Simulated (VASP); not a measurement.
Band structure of NaH (rock salt). All values below come from PBE GGA with D4 dispersion, VASP's PBE PAW potentials (set 64) (plane waves; VASP).

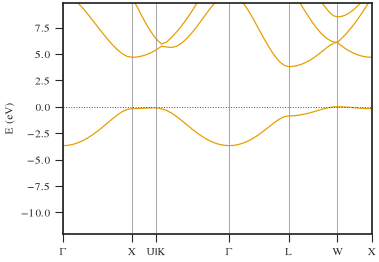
Figure: Bands along high-symmetry lines, zero at the valence-band maximum or, without a gap, the Fermi level

Task: Read the plot: is there a gap, and where are the band edges?

Result: The gap is indirect, 3.80 eV, from the valence maximum at W to the conduction minimum at L. (Edges off the drawn lines would not show.)

The compound is NaH in the rock salt structure. It was relaxed first, which changed the volume by -5 %.
